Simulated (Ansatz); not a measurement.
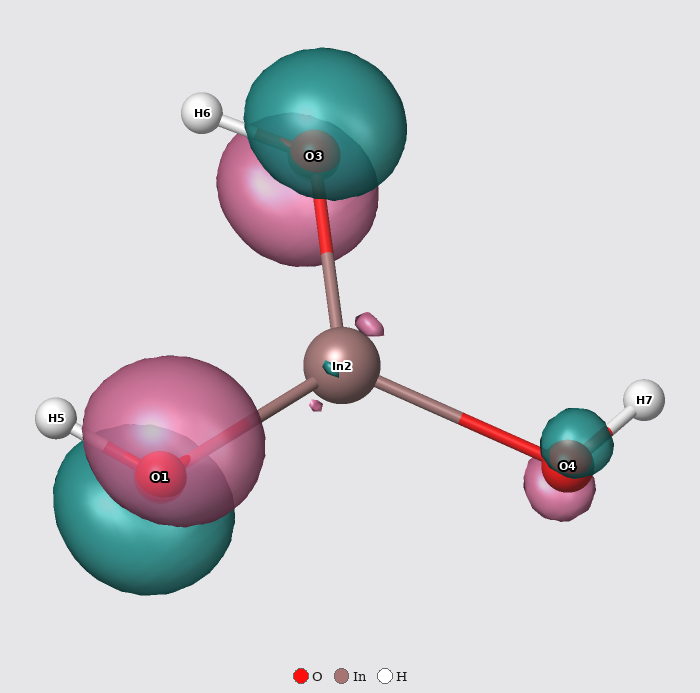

Figure 1: H3InO3 (SMILES [OH][In]([OH])[OH]). The HOMO−1 at ±0.2 Å⁻³ᐟ² (teal and pink are the two phases), seen at a tilt.

Core potentials replace the inner electrons of In.

Computed with Ansatz 0.2.0, RKS PBE0/def2-SVP.

```yaml
atoms:
  - { symbol: O, position_ang: [-1.9565, 0.5242, 0.1330] }
  - { symbol: In, position_ang: [-0.0931, -0.0793, -0.2118] }
  - { symbol: O, position_ang: [1.4287, 0.1461, 1.0647] }
  - { symbol: O, position_ang: [0.3134, -0.9697, -1.9362] }
  - { symbol: H, position_ang: [-2.0488, 0.9381, 0.9987] }
  - { symbol: H, position_ang: [1.1714, 0.5858, 1.8829] }
  - { symbol: H, position_ang: [1.2462, -1.2131, -1.9772] }
```

Describe this orbital and give its energy.

Answer. By Hirshfeld shares it lies mainly on O1 (about 50 %), O3 (about 35 %) and In2 (about 5 %); it changes sign across the molecular plane (π type). Its energy is −8.35 eV.
